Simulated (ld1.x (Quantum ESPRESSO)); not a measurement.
**Titanium: generating and testing a TM potential**

Task: generate the file, and judge it by its errors in other configurations, its logarithmic derivatives, its ghosts and its cutoff.

The numbers are computed with ld1.x (Quantum ESPRESSO) 7.5 (PBE, scalar-relativistic, spin-unpolarised reference atom).

### Step 1. The atom and the settings

Typed settings, in words:

| Quantity | Value |
| --- | --- |
| element | titanium (Ti, Z = 22) |
| type | norm-conserving Troullier–Martins (Kleinman–Bylander form) |
| frozen core | [Ar] |
| valence charge | 4 |
| reference configuration | 3d2 4s0.5 4p0 (charge +1.5) |
| partial waves | 4s (bound): rc 1.52 bohr; 3d (bound): rc 1.45 bohr; 4p (bound, empty): rc 2.35 bohr |
| local potential | the p channel |
| core correction | a·sin(br)/r model core, default radius (core density twice the valence density) |

### Step 2. Generating the potential

Ti.in reads:

```
 &input
   title='Ti', zed=22., rel=1, dft='PBE', iswitch=3,
   config='[Ar] 3d2 4s0.5 4p0',
   nld=3, rlderiv=2.55, eminld=-3.0, emaxld=5.0, deld=0.02
 /
 &inputp
   pseudotype=2, tm=.true., lloc=1,
   nlcc=.true.,
   file_pseudopw='Ti.UPF', file_wfcaegen='ae.wfc', file_wfcncgen='nc.wfc', file_beta='beta', file_chi='chi'
 /
3
4S  1  0   0.50   0.00  1.52  1.52  0.0
3D  3  2   2.00   0.00  1.45  1.45  0.0
4P  2  1   0.00   0.00  2.35  2.35  0.0
 &test
   configts(1)='3d2 4s0.5 4p0'
 /
```

Launch:

```
$ ld1.x < Ti.in > Ti.out
```

The output, Ti.out (without the banner and most projector matrices):

```text
     Program LD1 v.7.5
     --------------------------- All-electron run ----------------------------

     Ti
     scalar relativistic calculation

     atomic number is 22.00
     dft =PBE   lsd =0 sic =0 latt =0  beta=0.20 tr2=1.0E-14
     Exchange-correlation= PBE
                           (   1   4   3   4   0   0   0)
     mesh =1177 r(mesh) = 100.37945 a.u. xmin = -7.00 dx = 0.01250
     1 Ry =  13.60569312 eV, c = 137.03599908

     n l     nl                  e(Ry)          e(Ha)          e(eV)
     1 0     1S 1( 2.00)      -358.7121      -179.3560     -4880.5265
     2 0     2S 1( 2.00)       -40.3020       -20.1510      -548.3364
     2 1     2P 1( 6.00)       -33.4919       -16.7459      -455.6799
     3 0     3S 1( 2.00)        -5.4444        -2.7222       -74.0748
     3 1     3P 1( 6.00)        -3.6972        -1.8486       -50.3036
     3 2     3D 1( 2.00)        -1.1305        -0.5653       -15.3818
     4 0     4S 1( 0.50)        -0.9953        -0.4977       -13.5421
     4 1     4P 1( 0.00)        -0.6946        -0.3473        -9.4502

     final scf error:  6.6E-15 reached in  20 iterations

     Etot =   -1706.152681 Ry,    -853.076340 Ha,  -23213.389797 eV

     Ekin =    1720.560539 Ry,     860.280269 Ha,   23409.418693 eV
     Encl =   -4039.299792 Ry,   -2019.649896 Ha,  -54957.473396 eV
     Eh   =     695.941637 Ry,     347.970819 Ha,    9468.768351 eV
     Exc  =     -83.355066 Ry,     -41.677533 Ha,   -1134.103446 eV

     normalization and overlap integrals

     s(1S/1S) =  1.000000  <r> =   0.0696  <r2> =    0.0065  r(max) =   0.0455
     s(2S/2S) =  1.000000  <r> =   0.3249  <r2> =    0.1248  r(max) =   0.2682
     s(2P/2P) =  1.000000  <r> =   0.2899  <r2> =    0.1037  r(max) =   0.2196
     s(3S/3S) =  1.000000  <r> =   1.0072  <r2> =    1.1699  r(max) =   0.8685
     s(3P/3P) =  1.000000  <r> =   1.0848  <r2> =    1.3857  r(max) =   0.9016
     s(3D/3D) =  1.000000  <r> =   1.4745  <r2> =    2.8135  r(max) =   0.9719
     s(4S/4S) =  1.000000  <r> =   3.0607  <r2> =   10.6212  r(max) =   2.6750
     s(4P/4P) =  1.000000  <r> =   3.6925  <r2> =   15.5001  r(max) =   3.1866

     ------------------------ End of All-electron run ------------------------

     --------------------- Generating NC pseudopotential ---------------------

      Generating local pot.: lloc=1, matching radius rcloc =   2.3500

      Computing core charge for nlcc:

       r > 1.77 : true rho core
       r < 1.77 : rho core = a sin(br)/r    a=   2.13  b=   1.53

      Integrated core pseudo-charge :   3.15

      Wfc   4S  rcut= 1.505  Using Troullier-Martins method

      Wfc   3D  rcut= 1.468  Using Troullier-Martins method

     ------------------- End of pseudopotential generation -------------------

     [... the all-electron block is printed once more ...]


     Computing logarithmic derivative in   2.56056
     Computing logarithmic derivative in   2.56056
     Computing the partial wave expansion
     R is outside the sphere for l=    0 j= 0.00
       no projector for channel:   1
     R is outside the sphere for l=    2 j= 0.00

     ---------------------- Testing the pseudopotential ----------------------

     Ti
     scalar relativistic calculation

     atomic number is 22.00   valence charge is  4.00
     dft =PBE   lsd =0 sic =0 latt =0  beta=0.20 tr2=1.0E-14
     mesh =1177 r(mesh) = 100.37945 xmin = -7.00 dx = 0.01250

     n l     nl             e AE (Ry)        e PS (Ry)    De AE-PS (Ry)
     3 2     3D   1( 2.00)       -1.13054       -1.13054       -0.00000
     1 0     4S   1( 0.50)       -0.99533       -0.99532       -0.00001
     2 1     4P   1( 0.00)       -0.69457       -0.69457       -0.00000

     eps = 7.2E-15  iter =  4

     Etot =   -1706.152681 Ry,    -853.076340 Ha,  -23213.389797 eV
     Etotps =    -8.449290 Ry,      -4.224645 Ha,    -114.958451 eV

     Ekin =      14.942749 Ry,       7.471374 Ha,     203.306452 eV
     Encl =     -10.378455 Ry,      -5.189228 Ha,    -141.206075 eV
     Ehrt =       3.301346 Ry,       1.650673 Ha,      44.917102 eV
     Ecxc =      -4.888015 Ry,      -2.444008 Ha,     -66.504833 eV
     (Ecc =      -2.570027 Ry,      -1.285014 Ha,     -34.967004 eV)
     Epseu=     -11.426915 Ry,      -5.713457 Ha,    -155.471098 eV

     ---------------------- End of pseudopotential test ----------------------
```

It took 1.3 s on 1 thread of Neoverse-V1, shared host. This counts the later configuration tests of the new file too.

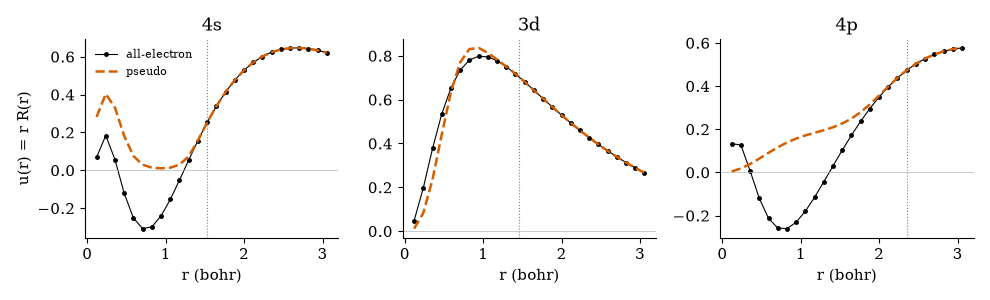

All-electron and pseudo partial waves (4s, 3d, 4p), with the matching radii dotted. The curves join 26 sampled radii, too few to resolve the innermost nodes.

### Step 3. Configuration tests

Ti.test.in reads:

```
 &input
   title='Ti', zed=22., rel=1, dft='PBE', iswitch=2,
   config='[Ar] 3d2 4s0.5 4p0'
 /
 &test
   file_pseudo='Ti.UPF', nconf=8,
   configts(1)='3d2 4s0.5 4p0',
   configts(2)='3d2 4s2 4p0',
   configts(3)='3d2 4s1 4p0',
   configts(4)='3d2 4s0 4p0',
   configts(5)='3d2 4s1 4p1',
   configts(6)='3d2.5 4s1.5 4p0',
   configts(7)='3d1 4s2 4p0',
   configts(8)='3d2 4s1.5 4p0'
 /
```

Launch:

```
$ ld1.x < Ti.test.in > Ti.test.out
```

Ti.test.out, the pseudopotential blocks, each with the warnings that came before it:

```text
     ---------------------- Testing the pseudopotential ----------------------

     Ti
     scalar relativistic calculation

     atomic number is 22.00   valence charge is  4.00
     dft =PBE   lsd =0 sic =0 latt =0  beta=0.20 tr2=1.0E-14
     mesh =1177 r(mesh) = 100.37945 xmin = -7.00 dx = 0.01250

     n l     nl             e AE (Ry)        e PS (Ry)    De AE-PS (Ry)
     3 2     3D   1( 2.00)       -1.13054       -1.13054       -0.00000
     1 0     4S   1( 0.50)       -0.99533       -0.99532       -0.00001
     2 1     4P   1( 0.00)       -0.69457       -0.69457       -0.00000

     eps = 4.6E-15  iter =  4

     Etot =   -1706.152681 Ry,    -853.076340 Ha,  -23213.389797 eV
     Etotps =    -8.449290 Ry,      -4.224645 Ha,    -114.958452 eV

     Ekin =      14.942748 Ry,       7.471374 Ha,     203.306449 eV
     Encl =     -10.378455 Ry,      -5.189228 Ha,    -141.206074 eV
     Ehrt =       3.301346 Ry,       1.650673 Ha,      44.917102 eV
     Ecxc =      -4.888015 Ry,      -2.444008 Ha,     -66.504833 eV
     (Ecc =      -2.570027 Ry,      -1.285014 Ha,     -34.967004 eV)
     Epseu=     -11.426915 Ry,      -5.713457 Ha,    -155.471097 eV

     ---------------------- End of pseudopotential test ----------------------

     ---------------------- Testing the pseudopotential ----------------------

     Ti
     [...]
     n l     nl             e AE (Ry)        e PS (Ry)    De AE-PS (Ry)
     3 2     3D   1( 2.00)       -0.31302       -0.29889       -0.01412  !
     1 0     4S   1( 2.00)       -0.32830       -0.33075        0.00245
     2 1     4P   1( 0.00)       -0.10777       -0.10677       -0.00100

     eps = 7.5E-15  iter = 14

     Etot =   -1707.131133 Ry,    -853.565567 Ha,  -23226.702321 eV
     Etotps =    -9.431011 Ry,      -4.715506 Ha,    -128.315444 eV
     dEtot_ae =      -0.978452 Ry
     dEtot_ps =      -0.981721 Ry,   Delta E=       0.003268 Ry

     [...]
     ---------------------- End of pseudopotential test ----------------------

     ---------------------- Testing the pseudopotential ----------------------

     Ti
     [...]
     n l     nl             e AE (Ry)        e PS (Ry)    De AE-PS (Ry)
     3 2     3D   1( 2.00)       -0.83550       -0.82800       -0.00750  !
     1 0     4S   1( 1.00)       -0.76075       -0.76293        0.00218
     2 1     4P   1( 0.00)       -0.48549       -0.48490       -0.00059

     eps = 5.2E-15  iter = 13

     Etot =   -1706.591160 Ry,    -853.295580 Ha,  -23219.355616 eV
     Etotps =    -8.888443 Ry,      -4.444222 Ha,    -120.933434 eV
     dEtot_ae =      -0.438480 Ry
     dEtot_ps =      -0.439153 Ry,   Delta E=       0.000673 Ry

     [...]
     ---------------------- End of pseudopotential test ----------------------

     ---------------------- Testing the pseudopotential ----------------------

     Ti
     [...]
     n l     nl             e AE (Ry)        e PS (Ry)    De AE-PS (Ry)
     3 2     3D   1( 2.00)       -1.44648       -1.45651        0.01003  !
     1 0     4S   1( 0.00)       -1.24186       -1.23511       -0.00675  !
     2 1     4P   1( 0.00)       -0.91224       -0.91305        0.00082

     eps = 4.0E-16  iter =  6

     Etot =   -1705.593615 Ry,    -852.796807 Ha,  -23205.783315 eV
     Etotps =    -7.891442 Ry,      -3.945721 Ha,    -107.368544 eV
     dEtot_ae =       0.559066 Ry
     dEtot_ps =       0.557848 Ry,   Delta E=       0.001218 Ry

     [...]
     ---------------------- End of pseudopotential test ----------------------

     ---------------------- Testing the pseudopotential ----------------------

     Ti
     [...]
     n l     nl             e AE (Ry)        e PS (Ry)    De AE-PS (Ry)
     3 2     3D   1( 2.00)       -0.40319       -0.40272       -0.00047
     1 0     4S   1( 1.00)       -0.38394       -0.38559        0.00165
     2 1     4P   1( 1.00)       -0.15248       -0.15256        0.00008

     eps = 7.9E-15  iter = 15

     Etot =   -1706.905068 Ry,    -853.452534 Ha,  -23223.626540 eV
     Etotps =    -9.202182 Ry,      -4.601091 Ha,    -125.202066 eV
     dEtot_ae =      -0.752387 Ry
     dEtot_ps =      -0.752892 Ry,   Delta E=       0.000505 Ry

     [...]
     ---------------------- End of pseudopotential test ----------------------

     ---------------------- Testing the pseudopotential ----------------------

     Ti
     [...]
     n l     nl             e AE (Ry)        e PS (Ry)    De AE-PS (Ry)
     3 2     3D   1( 2.50)       -0.21215       -0.19721       -0.01493  !
     1 0     4S   1( 1.50)       -0.29708       -0.29957        0.00249
     2 1     4P   1( 0.00)       -0.09238       -0.09567        0.00329

     eps = 8.7E-15  iter = 17

     Etot =   -1707.105206 Ry,    -853.552603 Ha,  -23226.349556 eV
     Etotps =    -9.396744 Ry,      -4.698372 Ha,    -127.849214 eV
     dEtot_ae =      -0.952525 Ry
     dEtot_ps =      -0.947454 Ry,   Delta E=      -0.005071 Ry

     [...]
     ---------------------- End of pseudopotential test ----------------------

     Warning: n=1, l=0 expected 0 nodes, found 2
     ---------------------- Testing the pseudopotential ----------------------

     Ti
     [...]
     n l     nl             e AE (Ry)        e PS (Ry)    De AE-PS (Ry)
     3 2     3D   1( 1.00)       -1.16621       -1.12261       -0.04361  !
     1 0     4S   1( 2.00)       -0.87720       -0.88925        0.01205  !
     2 1     4P   1( 0.00)       -0.56807       -0.55238       -0.01569  !

     eps = 3.9E-15  iter = 14

     Etot =   -1706.414923 Ry,    -853.207461 Ha,  -23216.957777 eV
     Etotps =    -8.737185 Ry,      -4.368593 Ha,    -118.875464 eV
     dEtot_ae =      -0.262242 Ry
     dEtot_ps =      -0.287895 Ry,   Delta E=       0.025653 Ry

     [...]
     ---------------------- End of pseudopotential test ----------------------

     ---------------------- Testing the pseudopotential ----------------------

     Ti
     [...]
     n l     nl             e AE (Ry)        e PS (Ry)    De AE-PS (Ry)
     3 2     3D   1( 2.00)       -0.56216       -0.55023       -0.01194  !
     1 0     4S   1( 1.50)       -0.53778       -0.54045        0.00267
     2 1     4P   1( 0.00)       -0.28871       -0.28786       -0.00085

     eps = 1.4E-15  iter = 16

     Etot =   -1706.915276 Ry,    -853.457638 Ha,  -23223.765429 eV
     Etotps =    -9.213838 Ry,      -4.606919 Ha,    -125.360653 eV
     dEtot_ae =      -0.762595 Ry
     dEtot_ps =      -0.764548 Ry,   Delta E=       0.001953 Ry

     [...]
     ---------------------- End of pseudopotential test ----------------------
```

Energies count from the reference configuration 3d2 4s0.5 4p0; the error is all-electron less pseudo. A star marks tests that logged a warning.

```tsv
valence configuration	charge	ΔE all-electron (eV)	error AE − PS (meV)
3d2 4s2 4p0	0	-13.313	+44
3d2 4s1 4p0	+1	-5.966	+9.2
3d2 4s0 4p0	+2	7.606	+17
3d2 4s1 4p1	0	-10.237	+6.9
3d2.5 4s1.5 4p0	0	-12.960	-69
3d1 4s2 4p0 *	+1	-3.568	+349
3d2 4s1.5 4p0	+0.5	-10.376	+27
```

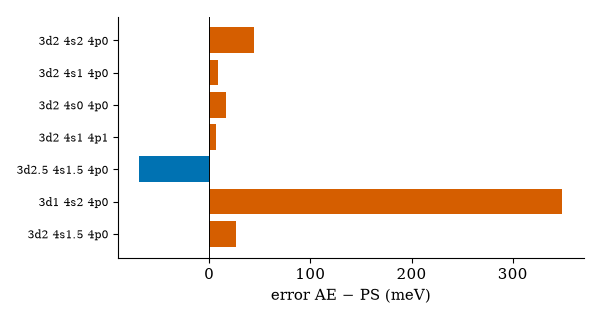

Error of the potential in each test configuration.

### Step 4. Logarithmic derivatives

Taken from the files of the generation run. The phase is arctan(r·u′/u) with u = r·R, unwrapped, with energies in Ry. A pole is an energy at which the radial function vanishes at the test radius. The pseudo phase is shifted by a multiple of π to meet the all-electron one at the reference energy. Levels narrower than the energy grid can be missing from the poles. The last column is the largest difference on the grid between −1 and +1 Ry.

| channel | radius (bohr) | reference (Ry) | poles AE | poles PS | window around the reference with phases within 0.05 rad (Ry) | largest difference near zero (rad) |
| --- | --- | --- | --- | --- | --- | --- |
| s | 2.56 | -1.00 | 1.78 | 0.97, 3.40 | below 0.5 | 0.075 |
| p | 2.56 | -0.69 | 2.71 | 1.12 | below -0.3 | 0.210 |
| d | 2.56 | -1.13 | -0.84, 4.08 | -0.81 | -1.3 to -0.5 | 0.468 |

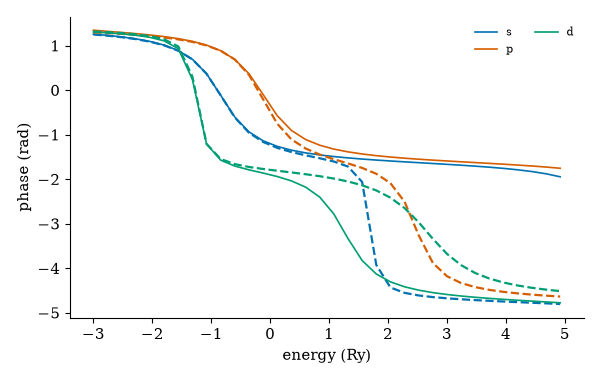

All-electron (solid) and pseudo (dashed) phases against energy.

### Step 5. Cutoff and ghost test in a Bessel basis

This step uses the generator's waves and projectors in a separate script. Basis: spherical Bessel functions vanishing at 20 bohr, q² up to the cutoff; potential fixed at the reference.

All-electron valence levels (Ry): 4s -0.9953, 3d -1.1305, 4p -0.6946. The lowest levels of each channel (Ry) by cutoff; the last column sums, over occupied levels, occupation times the distance from the level at 400 Ry. A positive value at high cutoff is not a bound level.

| cutoff (Ry) | s #1 | s #2 | d #1 | p #1 | f #1 | Σ f·Δε (mRy) |
| --- | --- | --- | --- | --- | --- | --- |
| 8 | -2.6395 | -0.8393 | -0.3947 | -0.6773 | -0.1699 | 1549.8 |
| 21 | -2.9386 | -0.8397 | -0.4441 | -0.6942 | -0.1700 | 1450.7 |
| 45 | -3.0570 | -0.8536 | -0.9063 | -0.6945 | -0.1700 | 519.4 |
| 80 | -3.5642 | -0.9110 | -1.1256 | -0.6946 | -0.1700 | 52.0 |
| 120 | -4.0842 | -0.9823 | -1.1304 | -0.6946 | -0.1700 | 6.7 |
| 140 | -4.1289 | -0.9888 | -1.1305 | -0.6946 | -0.1700 | 3.3 |
| 200 | -4.1622 | -0.9938 | -1.1305 | -0.6946 | -0.1700 | 0.7 |
| 260 | -4.1673 | -0.9945 | -1.1305 | -0.6946 | -0.1700 | 0.3 |
| 400 | -4.1717 | -0.9952 | -1.1305 | -0.6946 | -0.1700 | 0.0 |

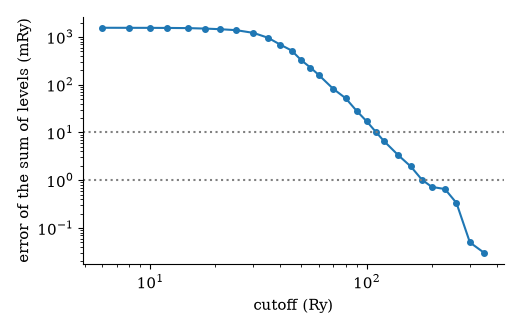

Occupation-weighted error of the valence levels against the cutoff; the dotted lines mark 10 and 1 mRy.

The sum stays within 10 mRy from 120 Ry and within 1 mRy from 200 Ry. The sum leaves out empty levels, which can need more. Ghost test: ghost state, bound below the all-electron valence or empty levels of the same l: s at -56.8 eV.

### Step 6. Results

| quantity | value |
| --- | --- |
| cutoffs for 10 and 1 mRy, occupied levels | 120 Ry and 200 Ry |
| bound ghosts | s at -56.76 eV |
| largest test error (AE − PS) | +349 meV, for 3d1 4s2 4p0 (this test logged a warning) |
| largest phase difference near zero energy, channels read | 0.468 rad |

**Reading.** It has a bound ghost (s), a state that the atom doesn't have, and that rules the file out. The worst unpolarised test, 3d1 4s2 4p0, is off by 349 meV on 3.6 eV; by total energies transferability rates as poor. By its cutoff, 120 Ry for the looser tolerance, it is hard. The slowest occupied level is 4s: taken alone it needs 260 Ry to come within 1 mRy, against 90 Ry for 3d. Near zero energy the largest phase difference among the channels read is 0.47 rad, in the d channel. In the p channel the atom's pole at 2.71 Ry sits lower, at 1.12 Ry, in the pseudo curve. All of this concerns the isolated atom, not yet a solid.
